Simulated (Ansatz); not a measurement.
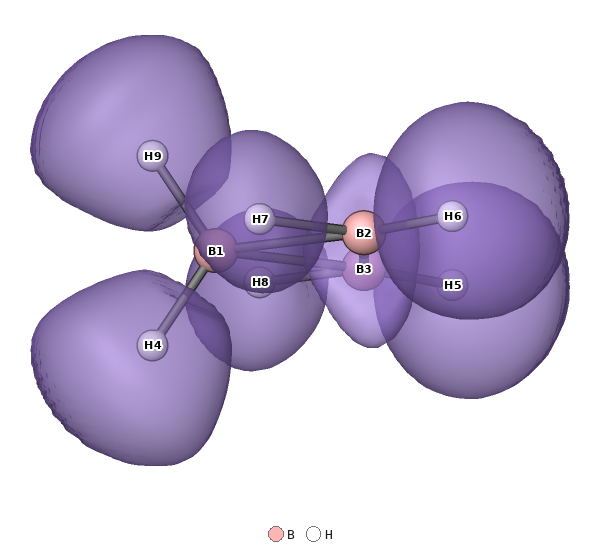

B₃H₆ (doublet). Isosurface of the ELF at 0.8 (purple), seen from one side. Only the valence region is drawn (cores and ρ < 0.01 e/Å³ removed).

Geometry: PBE-D4/def2-TZVP.

Computed with UKS PBE0-D4/def2-TZVP in Ansatz 0.2.0.

```xyz
9

B    -0.4526   -0.6933   -0.1669
B     0.9578    0.1156    0.4508
B    -0.2106    1.0290   -0.1753
H    -0.3684   -1.3017   -1.2115
H    -0.2585    2.2102   -0.2829
H     1.9943    0.4495    0.9234
H     0.8270   -1.1293    0.4779
H    -1.2440    0.4899   -0.6321
H    -1.2448   -1.1698    0.6166
```

What do the ELF domains correspond to?

Answer. At this value the surface marks out one region between bonded B–B atoms (shared pairs) and six regions around hydrogen nuclei. Along the contacts the grid gives the following. B–B (1.61 Å): the ELF peaks at about 0.95 between the atoms; a covalent bond. B–H (1.19 Å): the ELF climbs to about 1 towards the hydrogen, as it does in any bond to H: a covalent bond by its length.
